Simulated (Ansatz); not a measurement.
## Ti, response to strain

Base system: Ti in the hcp (Mg type) structure (space group P6_3/mmc, No. 194; a = 2.864 Å, c = 4.537 Å; relaxed with 0.1 eV smearing). Axes: x lies along a and z along c of the hexagonal cell.

Strains are applied to the cell and any free atomic positions relax.

Computed with LDA (Ansatz, a quantum-chemistry and plane-wave program, PAW, spin-orbit coupling left out).

Notes on the quantities. energy relative to the base: free energy F.

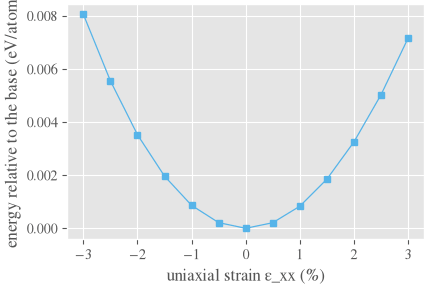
*Energy relative to the base against uniaxial strain ε_xx*

```tsv
uniaxial strain ε_xx (%)	energy relative to the base
-3	+8.1 meV/atom
-2.5	+5.5 meV/atom
-2	+3.5 meV/atom
-1.5	+2.0 meV/atom
-1	+0.9 meV/atom
-0.5	+0.2 meV/atom
0.5	+0.2 meV/atom
1	+0.8 meV/atom
1.5	+1.9 meV/atom
2	+3.3 meV/atom
2.5	+5.0 meV/atom
3	+7.2 meV/atom
```

No phonon test of stability was made. All final runs are without spin polarisation.
